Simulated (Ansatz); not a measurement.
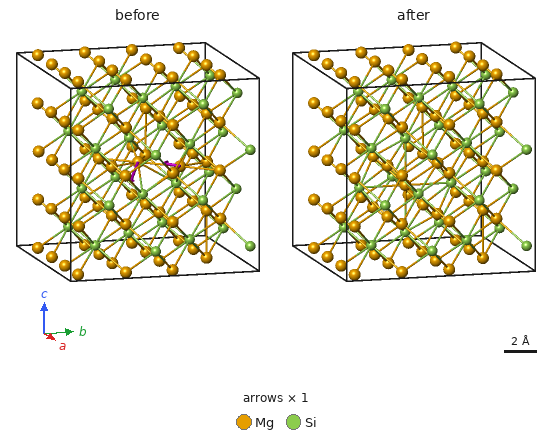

The structure of a defect cell of composition Mg$_{65}$Si$_{32}$ (cell charge +2) before (left) and after (right) a relaxation, at one scale. The purple arrows give the displacements, at their true length.

Style: ball-and-stick. Shown: the cell of the calculation (origin shifted), slightly off an axis.

The calculation used DFT, PBEsol, PAW, plane waves in Ansatz 0.2.0. (plane-wave cutoff 420 eV; k-point mesh 1 × 1 × 1; mesh shifted by (0.25, 0.25, 0.25); collinear spin; atoms relaxed in a fixed cell; force threshold 0.03 eV/Å; at most 80 steps)

### Summarise the run.

Over 15 accepted moves (16 points after the start) the energy falls by 15.141 eV per cell of the calculation. The largest force component goes from 19 to 0.0052 eV/Å. 1 step only repeated the SCF at the same geometry. The largest move is that of a Mg atom, 1.69 Å along [−1 −1 −3]. By element the largest moves are Mg 1.69 Å, Si 0.12 Å. The cell doesn't change. Some distances before and after: Mg–Si 4.751 → 3.078 Å, Mg–Mg 2.929 → 4.345 Å, Mg–Si 1.685 → 3.072 Å, Mg–Si 4.064 → 2.757 Å. Bonds break, among them: Mg–Mg (2.32 → 3.08 Å). Among the angles between lasting bonds that change: Mg–Mg–Mg 179.3° → 109.6°, Mg–Mg–Si 115.6° → 179.8°, Mg–Mg–Si 144.0° → 180.0°. The program noted that the starting moments weren't kept.

Limits of the set-up: the cell is charged, on a uniform background, and energies carry no finite-size correction.
